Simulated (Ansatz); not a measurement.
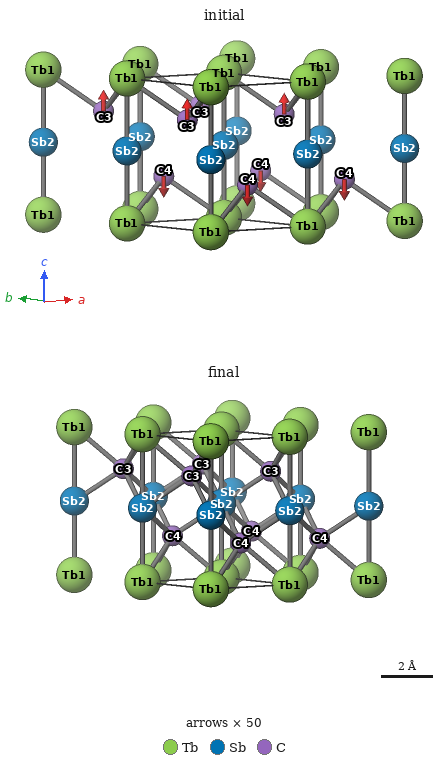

The structure of solid TbSbC2 (a generated structure, set up in P-3m1) (coarse preliminary run) before (top) and after (bottom) a relaxation, at one scale. The red arrows give the displacements (the part carried along by the change of the cell is left out), magnified 50 times.

Style: ball-and-stick. Shown: the cell of the calculation, repeated 2 × 2 × 1 with one cell outlined, from a free direction.

All numbers below come from Ansatz, DFT PBE, scalar-relativistic, plane waves, PAW; 4f electrons in the core of a trivalent norm-conserving potential.

Input
```yaml
crystal:
  lattice:
    - [4.18561949, 0.0, 0.0]
    - [-2.09280975, 3.62485281, 0.0]
    - [0.0, 0.0, 5.82523247]
  atoms:
    - { symbol: Tb, position: [0.0, 0.0, 0.0] }
    - { symbol: Sb, position: [0.0, 0.0, 0.5] }
    - { symbol: C, position: [0.33333333, 0.66666667, 0.72109178] }
    - { symbol: C, position: [0.66666667, 0.33333333, 0.27890822] }
basis:
  ecutwfc: 690
kpoints:
  mp_grid: { grid: [6, 6, 4] }
hamiltonian:
  xc: pbe
  pseudopotentials:
    kind: paw
    azcp: { Tb: "pseudopotentials/pbe/nc/lanthanide_3plus/Tb.nc.azcp" }
scf:
  occupations: { method: gaussian, width: 0.1 }
  lower_state_search: "off"
output:
  forces: true
  stress: true
  eigenvalues: true
relax:
  adjacent_minimum: "off"
  f_tol: 0.04
  max_steps: 70
  cell: { stress_tol: 0.4 }
```

Launched with:
```bash
ansatz run input.yaml --threads 1 --pin off --max-ram 2560MiB --backend cpu --events-out ev --progress --plain --runs-dir out
```

Q: Summarise the run.

A: The largest moves relative to the cell, 0.017 Å, are those of C3 and C4. C4 goes along −c. Tb and Sb stay in place. The drawn cell changes as follows: a = b 4.186 → 3.411 Å (−18.5 %), c 5.825 → 5.938 Å (+1.9 %); the volume changes by −32.3 %. Some distances before and after: Tb1–Tb1 4.186 → 3.411 Å, Sb2–C3 2.738 → 2.376 Å, Tb1–C3 2.912 → 2.562 Å, Tb1–Sb2 2.913 → 2.969 Å. Bond angles that change, for instance: Tb1–C4–Tb1 91.9° → 83.5°. The space group stays P-3m1 (No. 164). Over 6 accepted moves (7 points after the start) the energy falls by 894 meV per atom. Largest force component: 0.78 eV/Å at the start, 0.018 eV/Å at the end. Pressure: −15.98 GPa at the start and 0.16 GPa at the end. At 1 point the geometry stayed and the basis and grid were re-selected for the new cell (energy shift of 0.1 meV per atom at most each time).
